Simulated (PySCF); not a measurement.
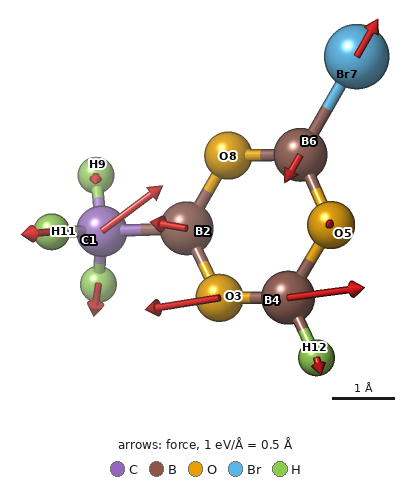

Starting geometry of CH$_{4}$B$_{3}$BrO$_{3}$ with the computed forces as red arrows. The picture is a ball-and-stick view, seen at a tilt.

The start comes from GFN2-xTB. Its atoms were then displaced at random by about 0.01 Å.

Computed with PySCF, PBE0-D3(BJ)/def2-SVP geometry optimisation, gas phase. 

What follows when this structure is relaxed?

It isn't relaxed: the largest force vector, on a B atom, is 2.96 eV/Å. The final displacements follow the starting forces only in part (cosine between the two patterns 0.71). After 5 geometry steps the energy has fallen by 0.227 eV. The atom that moves furthest after the best rigid fit is the Br atom (0.066 Å). By element the largest moves are Br 0.066 Å, H 0.046 Å, O 0.046 Å, C 0.032 Å, B 0.032 Å. Near-neighbour distances that change, for instance: B–O 1.300 → 1.365 Å, B–Br 1.848 → 1.911 Å, B–C 1.600 → 1.557 Å, C–H 1.068 → 1.104 Å. Bond angles that change, for instance: H–C–H 109.7° → 106.3°, O–B–H 116.9° → 119.9°, B–C–H 109.7° → 112.5°. Cost: 56 s on 1 thread of Intel(R) Xeon(R) Platinum 8488C, with other jobs on the host.
